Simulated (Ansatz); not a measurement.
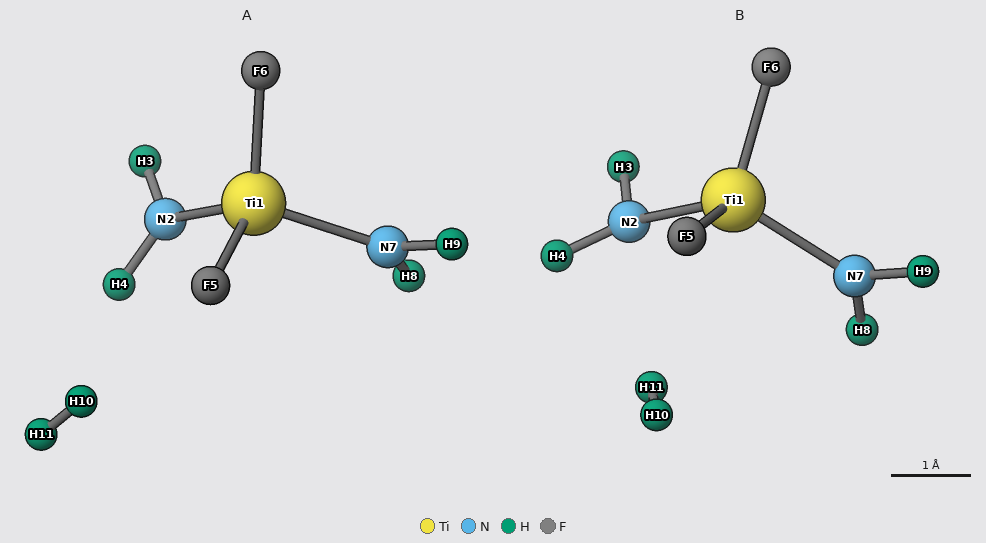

Two geometries of TiN$_{2}$H$_{6}$F$_{2}$, drawn at one scale. One is the start of a relaxation, the other its converged end. A ball-and-stick model, seen at a tilt.

All numbers below come from RKS PBE-D4/def2-SVP in Ansatz. Set-up: no spin polarisation; force threshold 0.03 eV/Å; at most 50 steps.

Q: Which geometry has the lower energy?

A: Structure A is the relaxed one. The run prepares an end point of a later path (reaction) calculation, from a guessed geometry. The atom that moves furthest after the best rigid fit is H11 (1.77 Å). By element the largest moves are H 1.77 Å, F 0.75 Å, N 0.54 Å, Ti 0.19 Å. Near-neighbour distances that change, for instance: Ti1–H11 2.690 → 3.995 Å, Ti1–H10 2.902 → 3.382 Å, Ti1–N2 2.001 → 1.868 Å, H10–H11 0.723 → 0.771 Å. Among the angles between lasting bonds that change: Ti1–N2–H3 119.5° → 125.8°, N2–Ti1–F5 114.2° → 110.1°, F5–Ti1–F6 107.0° → 110.9°. After 29 accepted moves (33 points after the start) the energy has fallen by 29.0 kJ/mol. The largest force component goes from 1.7 to 0.015 eV/Å. The line search rejected the trial steps at points 5, 10, 13, 20 of the run. The forces were under the threshold at step 14, but the run went on from there. Cost: 43 s on 4 threads of Intel(R) Xeon(R) CPU @ 2.80GHz (Skylake/Cascade Lake) (shared host), peak memory 0.21 GiB.
